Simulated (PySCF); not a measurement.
Si(F)(Me), CH₃FSi, SMILES [Si](C)F, PBE0/def2-SVP optimised geometry. Atoms within 1.6 Å of the plane z = 1.5 Å (x, y, z in Å): Si1 (-1.05, -0.31, 0.00), F2 (-1.27, 1.32, 0.00), C3 (0.84, -0.31, 0.00), H4 (1.27, -1.32, 0.03), H5 (1.22, 0.27, 0.86).

Level of theory: PBE0/def2-TZVP (PySCF).

Map of the log10 of the electron density (e/bohr³), floored at −4 on the plane z = 1.5 Å:

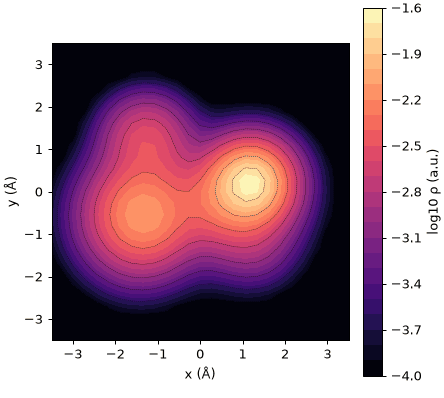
Figure: Log10 of the electron density (e/bohr³), floored at −4 on the plane z = 1.5 Å.
